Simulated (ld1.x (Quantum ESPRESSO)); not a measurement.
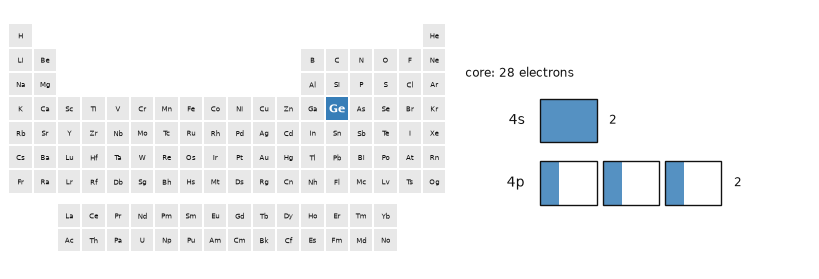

Left, the place of germanium in the periodic table; right, the valence shells of the reference configuration: a box for each of the 2l + 1 orbitals, shaded by the share of the shell that is filled, with the electron count at the right.

# Pseudopotential generation for Ge (part 1 of 2)

- system: germanium (Ge, Z = 32), core [Ar] 3d10, reference valence 4s2 4p2, valence charge 4.
- method: TM potential, PBEsol, fully relativistic, made with ld1.x (Quantum ESPRESSO) 7.5

### Key numbers

- outcome: generated, with a ghost state
- cutoffs needed: 18 Ry and 40 Ry (the cutoffs, on a coarse ladder, from which the occupation-weighted sum of valence levels, in a spherical-Bessel basis at the reference potential, stays within 10 and 1 mRy of its value at 400 Ry); ghost states and empty shells don't enter this sum
- ghost test: ghost states below the valence levels: s at -816.4 eV, p1/2 at -303.4 eV, p3/2 at -303.1 eV (spherical-Bessel basis up to 400 Ry, 20 bohr box)
- configuration tests: 3 of 7 tests not solved
- largest excitation error among the tests solved: +32 meV (all-electron minus pseudo) for 4s0 4p4
- range over which the phases arctan(r u′/u) at the test radius agree within 0.05 rad (a looser test near the poles than one of phase shifts): s: up to about 0.4 Ry; p1/2: up to about 4.3 Ry; p3/2: up to about 4.5 Ry; d3/2: between about -1.9 and 0.8 Ry; d5/2: between about -1.8 and 0.8 Ry
- hardware: 1 CPU thread, shared host
- wall time: 4.3 s

### Remarks

The potential has a bound ghost state, so it can't be used as it stands. Warnings of the program, in the generation or the tests: convergence not achieved.

### Input file
```
 &input
   title='Ge', zed=32., rel=2, dft='PBESOL', iswitch=3,
   config='[Ar] 3d10 4s2 4p2 4d-2', rel_dist='average',
   nld=5, rlderiv=2.40, eminld=-3.0, emaxld=5.0, deld=0.02
 /
 &inputp
   pseudotype=2, tm=.true., lloc=2,
   nlcc=.false.,
   file_pseudopw='Ge.UPF', file_wfcaegen='ae.wfc', file_wfcncgen='nc.wfc', file_beta='beta', file_chi='chi'
 /
3
4S  1  0   2.00   0.00  1.90  1.90  0.0
4P  2  1   2.00   0.00  2.20  2.20  0.0
4D  3  2  -2.00   0.30  1.75  1.75  0.0
 &test
   configts(1)='4s2 4p2'
 /
```

### Input of the test run
```
 &input
   title='Ge', zed=32., rel=2, dft='PBESOL', iswitch=2,
   config='[Ar] 3d10 4s2 4p2 4d-2', rel_dist='average'
 /
 &test
   file_pseudo='Ge.UPF', nconf=8,
   configts(1)='4s2 4p2',
   configts(2)='4s2 4p1',
   configts(3)='4s2 4p0',
   configts(4)='4s1 4p0',
   configts(5)='4s2 4p1.5',
   configts(6)='4s2 4p2.3',
   configts(7)='4s1 4p3',
   configts(8)='4s0 4p4'
 /
```

Run as:
```bash
ld1.x < Ge.in > Ge.out
```

### Output
```
     Program LD1 v.7.5
     --------------------------- All-electron run ----------------------------

     Ge
     dirac relativistic calculation

     atomic number is 32.00
     dft =PBESOL   lsd =0 sic =0 latt =0  beta=0.20 tr2=1.0E-14
     Exchange-correlation= PBESOL
                           (   1   4  10   8   0   0   0)
     mesh =1207 r(mesh) = 100.41023 a.u. xmin = -7.00 dx = 0.01250
     1 Ry =  13.60569312 eV, c = 137.03599908

     n l j   nl                  e(Ry)          e(Ha)          e(eV)
     Spin orbit split results
     1 0 0.5 1S 1( 2.00)      -804.7175      -402.3588    -10948.7398
     2 0 0.5 2S 1( 2.00)      -100.6988       -50.3494     -1370.0773
     2 1 0.5 2P 1( 2.00)       -89.5942       -44.7971     -1218.9918
     2 1 1.5 2P 1( 4.00)       -87.2546       -43.6273     -1187.1600
     3 0 0.5 3S 1( 2.00)       -12.3522        -6.1761      -168.0600
     3 1 0.5 3P 1( 2.00)        -8.6930        -4.3465      -118.2749
     3 1 1.5 3P 1( 4.00)        -8.3786        -4.1893      -113.9965
     3 2 1.5 3D 1( 4.00)        -2.1796        -1.0898       -29.6550
     3 2 2.5 3D 1( 6.00)        -2.1366        -1.0683       -29.0697
     4 0 0.5 4S 1( 2.00)        -0.8629        -0.4315       -11.7409
     4 1 0.5 4P 1( 0.67)        -0.2958        -0.1479        -4.0245
     4 1 1.5 4P 1( 1.33)        -0.2819        -0.1409        -3.8352
     Averaged results
     1 0     1S 1( 2.00)      -804.7175      -402.3588    -10948.7398
     2 0     2S 1( 2.00)      -100.6988       -50.3494     -1370.0773
     2 1     2P 1( 6.00)       -88.0345       -44.0173     -1197.7706
     3 0     3S 1( 2.00)       -12.3522        -6.1761      -168.0600
     3 1     3P 1( 6.00)        -8.4834        -4.2417      -115.4226
     3 2     3D 1(10.00)        -2.1538        -1.0769       -29.3038
     4 0     4S 1( 2.00)        -0.8629        -0.4315       -11.7409
     4 1     4P 1( 2.00)        -0.2865        -0.1433        -3.8983

     final scf error:  7.3E-15 reached in  35 iterations

     Etot =   -4194.788811 Ry,   -2097.394406 Ha,  -57073.009281 eV

     Ekin =    4283.249231 Ry,    2141.624615 Ha,   58276.574606 eV
     Encl =  -10126.939926 Ry,   -5063.469963 Ha, -137784.036912 eV
     Eh   =    1804.922196 Ry,     902.461098 Ha,   24557.217511 eV
     Exc  =    -156.020312 Ry,     -78.010156 Ha,   -2122.764486 eV

     normalization and overlap integrals

     s(1S/1S) =  1.000000  <r> =   0.0470  <r2> =    0.0030  r(max) =   0.0309
     s(2S/2S) =  1.000000  <r> =   0.2099  <r2> =    0.0520  r(max) =   0.1754
     s(2P/2P) =  1.000000  <r> =   0.1813  <r2> =    0.0404  r(max) =   0.1401
     s(2P/2P) =  1.000000  <r> =   0.1849  <r2> =    0.0419  r(max) =   0.1418
     s(3S/3S) =  1.000000  <r> =   0.6246  <r2> =    0.4503  r(max) =   0.5402
     s(3P/3P) =  1.000000  <r> =   0.6401  <r2> =    0.4828  r(max) =   0.5402
     s(3P/3P) =  1.000000  <r> =   0.6509  <r2> =    0.4991  r(max) =   0.5470
     s(3D/3D) =  1.000000  <r> =   0.7336  <r2> =    0.6914  r(max) =   0.5012
     s(3D/3D) =  1.000000  <r> =   0.7390  <r2> =    0.7020  r(max) =   0.5012
     s(4S/4S) =  1.000000  <r> =   2.1154  <r2> =    5.1794  r(max) =   1.7494
     s(4P/4P) =  1.000000  <r> =   2.8447  <r2> =    9.6680  r(max) =   2.1908
     s(4P/4P) =  1.000000  <r> =   2.9030  <r2> =   10.0721  r(max) =   2.2184

     ------------------------ End of All-electron run ------------------------

     --------------------- Generating NC pseudopotential ---------------------

      Generating local pot.: lloc=2, j= 1.50, matching radius rcloc =   1.7500

      Generating local pot.: lloc=2, j= 2.50, matching radius rcloc =   1.7500

     Fully relativistic calculation: |psi|^2

     Wfc 4S LC norm =  0.99993501 SC norm =  0.00006237 missing  0.00000263

     Wfc 4P LC norm =  0.99996385 SC norm =  0.00003597 missing  0.00000018

     Wfc 4P LC norm =  0.99996523 SC norm =  0.00002963 missing  0.00000515

      Wfc   4S  rcut= 1.886  Using Troullier-Martins method

      Wfc   4P  rcut= 2.191  Using Troullier-Martins method

      Wfc   4P  rcut= 2.191  Using Troullier-Martins method

     ------------------- End of pseudopotential generation -------------------

     --------------------------- All-electron run ----------------------------

     Ge
     dirac relativistic calculation

     atomic number is 32.00
     dft =PBESOL   lsd =0 sic =0 latt =0  beta=0.20 tr2=1.0E-14
     Exchange-correlation= PBESOL
                           (   1   4  10   8   0   0   0)
     mesh =1207 r(mesh) = 100.41023 a.u. xmin = -7.00 dx = 0.01250
     1 Ry =  13.60569312 eV, c = 137.03599908

     n l j   nl                  e(Ry)          e(Ha)          e(eV)
     Spin orbit split results
     1 0 0.5 1S 1( 2.00)      -804.7175      -402.3588    -10948.7398
     2 0 0.5 2S 1( 2.00)      -100.6988       -50.3494     -1370.0773
     2 1 0.5 2P 1( 2.00)       -89.5942       -44.7971     -1218.9918
     2 1 1.5 2P 1( 4.00)       -87.2546       -43.6273     -1187.1600
     3 0 0.5 3S 1( 2.00)       -12.3522        -6.1761      -168.0600
     3 1 0.5 3P 1( 2.00)        -8.6930        -4.3465      -118.2749
     3 1 1.5 3P 1( 4.00)        -8.3786        -4.1893      -113.9965
     3 2 1.5 3D 1( 4.00)        -2.1796        -1.0898       -29.6550
     3 2 2.5 3D 1( 6.00)        -2.1366        -1.0683       -29.0697
     4 0 0.5 4S 1( 2.00)        -0.8629        -0.4315       -11.7409
     4 1 0.5 4P 1( 0.67)        -0.2958        -0.1479        -4.0245
     4 1 1.5 4P 1( 1.33)        -0.2819        -0.1409        -3.8352
     Averaged results
     1 0     1S 1( 2.00)      -804.7175      -402.3588    -10948.7398
     2 0     2S 1( 2.00)      -100.6988       -50.3494     -1370.0773
     2 1     2P 1( 6.00)       -88.0345       -44.0173     -1197.7706
     3 0     3S 1( 2.00)       -12.3522        -6.1761      -168.0600
     3 1     3P 1( 6.00)        -8.4834        -4.2417      -115.4226
     3 2     3D 1(10.00)        -2.1538        -1.0769       -29.3038
     4 0     4S 1( 2.00)        -0.8629        -0.4315       -11.7409
     4 1     4P 1( 2.00)        -0.2865        -0.1433        -3.8983

     final scf error:  7.3E-15 reached in  35 iterations

     Etot =   -4194.788811 Ry,   -2097.394406 Ha,  -57073.009281 eV

     Ekin =    4283.249231 Ry,    2141.624615 Ha,   58276.574606 eV
     Encl =  -10126.939926 Ry,   -5063.469963 Ha, -137784.036912 eV
     Eh   =    1804.922196 Ry,     902.461098 Ha,   24557.217511 eV
     Exc  =    -156.020312 Ry,     -78.010156 Ha,   -2122.764486 eV

     normalization and overlap integrals

     s(1S/1S) =  1.000000  <r> =   0.0470  <r2> =    0.0030  r(max) =   0.0309
     s(2S/2S) =  1.000000  <r> =   0.2099  <r2> =    0.0520  r(max) =   0.1754
     s(2P/2P) =  1.000000  <r> =   0.1813  <r2> =    0.0404  r(max) =   0.1401
     s(2P/2P) =  1.000000  <r> =   0.1849  <r2> =    0.0419  r(max) =   0.1418
     s(3S/3S) =  1.000000  <r> =   0.6246  <r2> =    0.4503  r(max) =   0.5402
     s(3P/3P) =  1.000000  <r> =   0.6401  <r2> =    0.4828  r(max) =   0.5402
     s(3P/3P) =  1.000000  <r> =   0.6509  <r2> =    0.4991  r(max) =   0.5470
     s(3D/3D) =  1.000000  <r> =   0.7336  <r2> =    0.6914  r(max) =   0.5012
     s(3D/3D) =  1.000000  <r> =   0.7390  <r2> =    0.7020  r(max) =   0.5012
     s(4S/4S) =  1.000000  <r> =   2.1154  <r2> =    5.1794  r(max) =   1.7494
     s(4P/4P) =  1.000000  <r> =   2.8447  <r2> =    9.6680  r(max) =   2.1908
     s(4P/4P) =  1.000000  <r> =   2.9030  <r2> =   10.0721  r(max) =   2.2184

     ------------------------ End of All-electron run ------------------------

     Computing logarithmic derivative in   2.40616
     Message from routine run_pseudo:
     Warning: convergence not achieved
     Computing logarithmic derivative in   2.40616
     Computing the partial wave expansion
     R is outside the sphere for l=    0 j= 0.50
     R is outside the sphere for l=    1 j= 0.50
     R is outside the sphere for l=    1 j= 1.50
       no projector for channel:   2
       no projector for channel:   2

     ---------------------- Testing the pseudopotential ----------------------

     Ge
     dirac relativistic calculation

     atomic number is 32.00   valence charge is  4.00
     dft =PBESOL   lsd =0 sic =0 latt =0  beta=0.20 tr2=1.0E-14
     mesh =1207 r(mesh) = 100.41023 xmin = -7.00 dx = 0.01250

     n l  j  nl             e AE (Ry)       e PS (Ry)    De AE-PS (Ry)
     1 0 0.5 4S   1( 2.00)       -0.86294       -0.86295        0.00000
     2 1 0.5 4P   1( 0.67)       -0.29579       -0.29579       -0.00000
     2 1 1.5 4P   1( 1.33)       -0.28188       -0.28188        0.00000

     eps = 1.5E-12  iter =201

     Etot =   -4194.788811 Ry,   -2097.394406 Ha,  -57073.009281 eV
     Etotps =    -7.557186 Ry,      -3.778593 Ha,    -102.820750 eV

     Ekin =       2.562091 Ry,       1.281046 Ha,      34.859024 eV
     Encl =     -12.442563 Ry,      -6.221282 Ha,    -169.289697 eV
     Ehrt =       5.833954 Ry,       2.916977 Ha,      79.374988 eV
     Ecxc =      -1.927898 Ry,      -0.963949 Ha,     -26.230387 eV
     Epseu=      -1.582770 Ry,      -0.791385 Ha,     -21.534677 eV

     ---------------------- End of pseudopotential test ----------------------
```

### Output of the test run (extracts)
```
     ---------------------- Testing the pseudopotential ----------------------

     Ge
     dirac relativistic calculation

     atomic number is 32.00   valence charge is  4.00
     dft =PBESOL   lsd =0 sic =0 latt =0  beta=0.20 tr2=1.0E-14
     mesh =1207 r(mesh) = 100.41023 xmin = -7.00 dx = 0.01250

     n l  j  nl             e AE (Ry)       e PS (Ry)    De AE-PS (Ry)
     1 0 0.5 4S   1( 2.00)       -0.86294       -0.86295        0.00000
     2 1 0.5 4P   1( 0.67)       -0.29579       -0.29579       -0.00000
     2 1 1.5 4P   1( 1.33)       -0.28188       -0.28188        0.00000

     eps = 5.8E-12  iter =201

     Etot =   -4194.788811 Ry,   -2097.394406 Ha,  -57073.009281 eV
     Etotps =    -7.557186 Ry,      -3.778593 Ha,    -102.820750 eV

     Ekin =       2.562091 Ry,       1.281046 Ha,      34.859026 eV
     Encl =     -12.442563 Ry,      -6.221282 Ha,    -169.289695 eV
     Ehrt =       5.833954 Ry,       2.916977 Ha,      79.374987 eV
     Ecxc =      -1.927898 Ry,      -0.963949 Ha,     -26.230387 eV
     Epseu=      -1.582770 Ry,      -0.791385 Ha,     -21.534680 eV

     ---------------------- End of pseudopotential test ----------------------

     ---------------------- Testing the pseudopotential ----------------------

     Ge
     dirac relativistic calculation

     atomic number is 32.00   valence charge is  4.00
     dft =PBESOL   lsd =0 sic =0 latt =0  beta=0.20 tr2=1.0E-14
     mesh =1207 r(mesh) = 100.41023 xmin = -7.00 dx = 0.01250

     n l  j  nl             e AE (Ry)       e PS (Ry)    De AE-PS (Ry)
     1 0 0.5 4S   1( 2.00)       -1.46187       -1.46210        0.00023
     2 1 0.5 4P   1( 0.33)       -0.83953       -0.83981        0.00027
     2 1 1.5 4P   1( 0.67)       -0.82136       -0.82165        0.00029

     eps = 6.2E-12  iter =201

     Etot =   -4194.240868 Ry,   -2097.120434 Ha,  -57065.554127 eV
     Etotps =    -7.009166 Ry,      -3.504583 Ha,     -95.364563 eV
     dEtot_ae =       0.547944 Ry
     dEtot_ps =       0.548020 Ry,   Delta E=      -0.000076 Ry

     Ekin =       2.125622 Ry,       1.062811 Ha,      28.920567 eV
     Encl =      -9.907711 Ry,      -4.953856 Ha,    -134.801279 eV
     Ehrt =       3.700003 Ry,       1.850001 Ha,      50.341105 eV
     Ecxc =      -1.493796 Ry,      -0.746898 Ha,     -20.324136 eV
     Epseu=      -1.433284 Ry,      -0.716642 Ha,     -19.500820 eV

     ---------------------- End of pseudopotential test ----------------------

     ---------------------- Testing the pseudopotential ----------------------

     Ge
     dirac relativistic calculation

     atomic number is 32.00   valence charge is  4.00
     dft =PBESOL   lsd =0 sic =0 latt =0  beta=0.20 tr2=1.0E-14
     mesh =1207 r(mesh) = 100.41023 xmin = -7.00 dx = 0.01250

     n l  j  nl             e AE (Ry)       e PS (Ry)    De AE-PS (Ry)
     1 0 0.5 4S   1( 2.00)       -2.15195       -2.15274        0.00079
     2 1 0.5 4P   1( 0.00)       -1.47067       -1.47067        0.00000
     2 1 1.5 4P   1( 0.00)       -1.44778       -1.44778        0.00000

     eps = 6.7E-15  iter = 65

     Etot =   -4193.105181 Ry,   -2096.552591 Ha,  -57050.102325 eV
     Etotps =    -4.305471 Ry,      -2.152735 Ha,     -58.578913 eV
     dEtot_ae =       1.683630 Ry
     dEtot_ps =       3.251715 Ry,   Delta E=      -1.568085 Ry

     Ekin =      -4.305471 Ry,      -2.152735 Ha,     -58.578913 eV
     Encl =       0.000000 Ry,       0.000000 Ha,       0.000000 eV
     Ehrt =       0.000000 Ry,       0.000000 Ha,       0.000000 eV
     Ecxc =       0.000000 Ry,       0.000000 Ha,       0.000000 eV

     ---------------------- End of pseudopotential test ----------------------
```

(Continued in part 2.)
